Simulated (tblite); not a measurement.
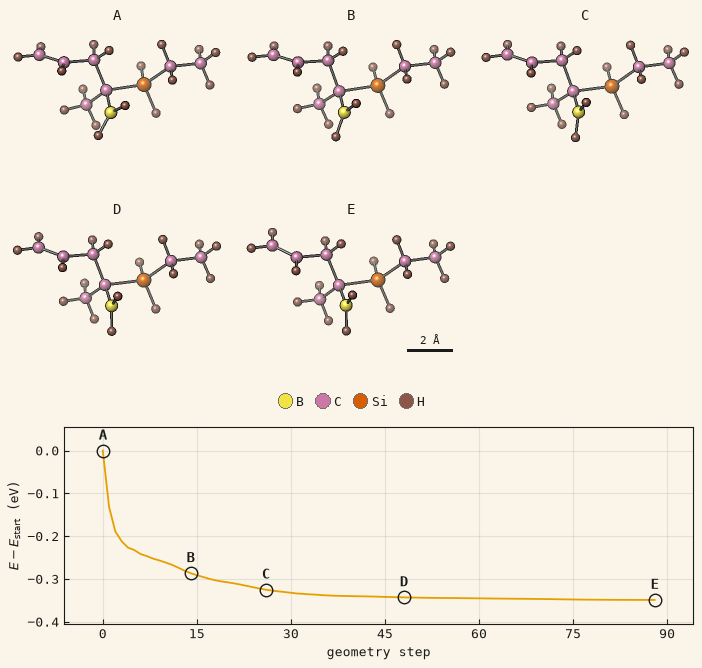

Frames of a relaxation of C$_{7}$H$_{17}$BSi, marked on the history of the run. The picture is a ball-and-stick view, seen at a tilt.

Theory: GFN2-xTB geometry optimisation, gas phase (tblite). 

Question: Describe the path.

Answer: The largest move after the best rigid fit is that of an H atom, 0.66 Å. By element the largest moves are H 0.66 Å, C 0.19 Å, B 0.08 Å, Si 0.08 Å. Some distances before and after: B–C 1.618 → 1.547 Å, C–Si 1.894 → 1.942 Å, C–H 1.125 → 1.089 Å, C–C 1.346 → 1.320 Å. Among the angles between lasting bonds that change: B–C–C 109.7° → 115.8°, B–C–Si 106.6° → 100.9°, C–C–H 119.6° → 114.5°. Groups turn about B–C by about 30°. After 88 geometry steps the energy has fallen by 0.349 eV. The run took 3 s on 1 thread of Intel(R) Xeon(R) Processor @ 2.50GHz, on a shared host. From step 0 to 14: an H atom moves most (0.17 Å), energy −0.286 eV. From step 14 to 26: an H atom moves most (0.27 Å), energy −0.039 eV. From step 26 to 48: an H atom moves most (0.21 Å), energy −0.018 eV. From step 48 to 88: an H atom moves most (0.23 Å), energy −0.006 eV.
